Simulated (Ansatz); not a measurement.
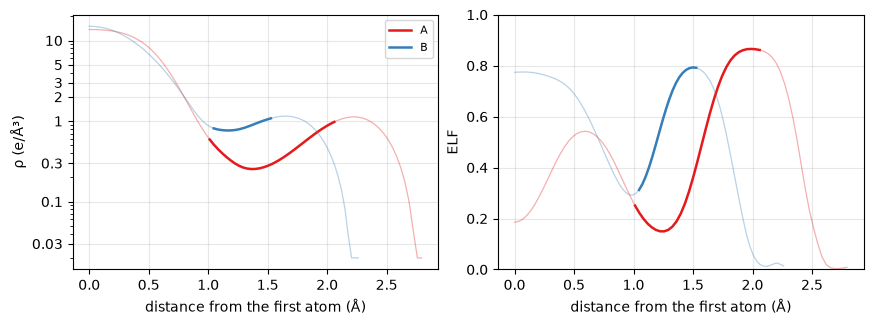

The picture shows: PdRh2S4. Valence pseudo-density and ELF along straight lines between neighbouring atoms. Thin, pale parts lie inside the atomic spheres.

Space group I422; a structure from a database of computed crystals, not necessarily the ambient phase; started from the SrAl2Te4-97 prototype, which need not be the ambient phase; computed without spin polarisation.

Method: Ansatz, DFT, r2SCAN+rVV10, plane waves, PAW.

Core electrons are frozen (PAW), and the valence fields are smoothed inside the atomic spheres.

> Which curve belongs to which contact (Pd–S and Rh–S)? The first atom named is at distance zero.

Curve A: Pd–S (2.79 Å): ρ is about 0.25 e/Å³ halfway; the ELF peaks at about 0.85 in the valence shell of S, 0.8 Å from its nucleus, and drops to about 0.15 between the two atoms. Curve B: Rh–S (2.26 Å): ρ at the midpoint is about 0.77 e/Å³; the ELF peaks at about 0.80 in the valence shell of S, 0.8 Å from its nucleus, and is about 0.40 at the midpoint.
